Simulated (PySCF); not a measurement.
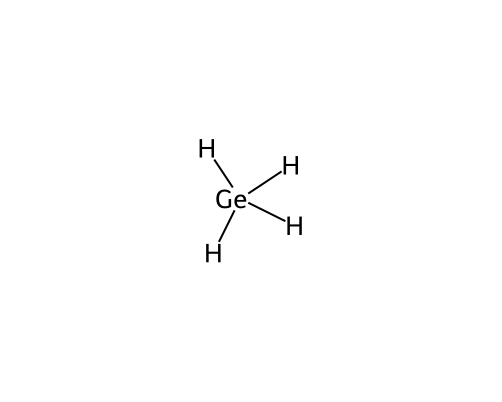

The drawing above gives the connectivity. The computed structure is the end point of a GFN2-xTB optimisation. No frequency run is at hand to confirm it as a minimum.

Describe the 3D structure.

Formula GeH₄. Its SMILES string is `[GeH4]`. This geometry has Td symmetry. Coordination: 1 Ge tetrahedral.

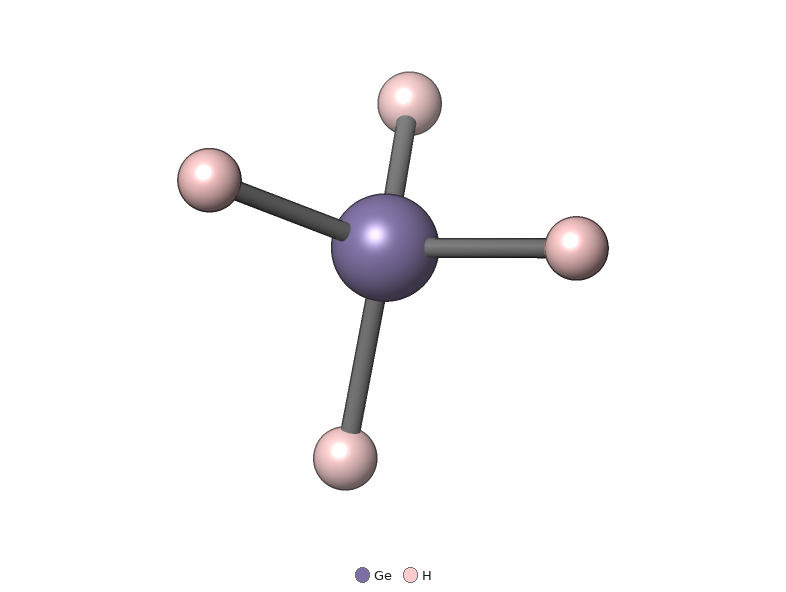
